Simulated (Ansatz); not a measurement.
**Fields on a plane of ZrO2 (fluorite)**

```
CELL_PARAMETERS angstrom
      0.00000     2.53212     2.53212
      2.53212     0.00000     2.53212
      2.53212     2.53212     0.00000
ATOMIC_POSITIONS crystal
  Zr 0.00000 0.00000 0.00000
  O  0.25000 0.25000 0.25000
  O  0.75000 0.75000 0.75000
```

The slice is a {100} plane (indices of the conventional cell) through the point (0.750, 0.750, 0.750) (fractional), spanned by u = [100] and v = [0 1 -1] in vectors of this cell: u (3.58 Å) and v (3.58 Å, at 90° to u). It covers one period; positions are fractions (u, v).

Atoms on it: O at (0.50, 0.50); O at (0.00, 0.00).

Level of theory: PBEsol (plane waves to 420 eV, PAW, scalar-relativistic; Ansatz, a first-principles code). k mesh 11×11×11. These are valence fields of a PAW run, semicore shells included where kept as valence: close to a nucleus they are smooth pseudo fields. The PAW data are Ansatz's earlier set. This is a high-temperature form of ZrO2. ZrO2 is run without spin polarisation. ZrO2 was relaxed with its symmetry unable to fall.

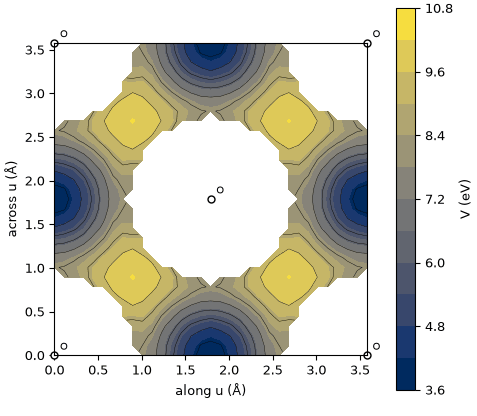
*Electrostatic potential energy of an electron, from the cell's mean, in eV, one period of the plane, atoms marked. Points within 0.9 Å of a nucleus are left white, as the pseudised field means little there. The zero, the cell's mean, hangs on the PAW cores.*

```
|@@@%#*+=-:.           .:-=+*#%@@|
|@@@%#*+=-:.           .:-=+*#%@@|
|%%%#*+=-::.           .::-=+*#%%|
|###**+=-:..           ..:-=+**##|
|***++=-::..     .     ..::-=++**|
|+++==-::.................::-==++|
|===--::......:::::::......::--==|
|---:::.....:::-----:::.....:::--|
|::::......::--=====--::......:::|
|.........::-==+++++==-::........|
|.     ..::-=++*****++=-::..     |
|      ..:-=+**#####**+=-:..     |
|      .::-=+*#%%%%%#*+=-::.     |
|      .:-=+*#%@@@@@%#*+=-:.     |
|      .:-=+*#%@@@@@%#*+=-:.     |
|     ..:-=+*#%@@@@@%#*+=-:..    |
|      .:-=+*#%@@@@@%#*+=-:.     |
|      .:-=+*#%@@@@@%#*+=-:.     |
|      .::-=+*#%%%%%#*+=-::.     |
|      ..:-=+**#####**+=-:..     |
|.     ..::-=++*****++=-::..     |
|.........::-==+++++==-::........|
|::::......::--=====--::......:::|
|---:::.....:::-----:::.....:::--|
|===--::......:::::::......::--==|
|+++==-::.................::-==++|
|***++=-::..     .     ..::-=++**|
|###**+=-:..           ..:-=+**##|
|%%%#*+=-::.           .::-=+*#%%|
|@@@%#*+=-:.           .:-=+*#%@@|
|@@@%#*+=-:.           .:-=+*#%@@|
|@@@%#*+=-:..         ..:-=+*#%@@|
```
Scale: ten equal steps from -0.90 (start of ' ') to 0.94 (end of '@'), in the order ' .:-=+*#%@'. Values: log₁₀ of the valence density in e/Å³. The map has 32 points along u (one character each, u = 0 at the left) and 32 along v (v = 0 in the bottom row). The scale is logarithmic, as a density can span decades between atoms and voids.
